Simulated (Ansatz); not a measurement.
# SiBN: the cost of one run

Computed with Ansatz 0.2.0 (DFT PBE, scalar-relativistic, plane waves, PAW, unless a step's input says otherwise).

## (1) The system as given

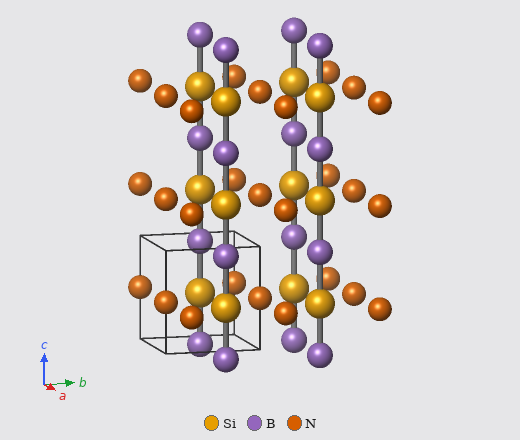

Start, viewed slightly off an axis; silicon amber, boron purple, nitrogen orange. 2×2×3 cells are drawn. Atoms on the faces are drawn again on the opposite ones.

Coordinates:

```
CELL_PARAMETERS angstrom
3.30016 0.00000 0.00000
0.00000 3.30016 0.00000
0.00000 0.00000 3.53735
ATOMIC_POSITIONS crystal
Si 0.50000 0.50000 0.50000
B 0.50000 0.50000 0.00000
N 0.00000 0.00000 0.50000
```

The cell is invented: random cell by space group and Wyckoff sites (P4/mmm, No. 123). Lengths come from tabulated atomic sizes and are only a guess.

## (2) A first look at the guess

input.yaml

```yaml
crystal:
  lattice:
    - [3.30015694, 0.0, 0.0]
    - [0.0, 3.30015694, 0.0]
    - [0.0, 0.0, 3.53735385]
  atoms:
    - { symbol: Si, position: [0.5, 0.5, 0.5] }
    - { symbol: B, position: [0.5, 0.5, 0.0] }
    - { symbol: "N", position: [0.0, 0.0, 0.5] }
basis:
  ecutwfc: 420
kpoints:
  mp_grid: { grid: [6, 6, 6] }
hamiltonian:
  xc: pbe
scf:
  occupations: { method: gaussian, width: 0.1 }
  lower_state_search: "off"
output:
  forces: true
  stress: true
  eigenvalues: true
```

On the command line:

```console
> ansatz run input.yaml --threads 1 --pin off --max-ram 2560MiB --backend cpu --events-out ev --progress --plain --runs-dir out
```

Q: Estimate wall time and peak memory on 1 thread of Arm Neoverse V2, shared host.

About 1.2 s, with a peak of 0.28 GiB.
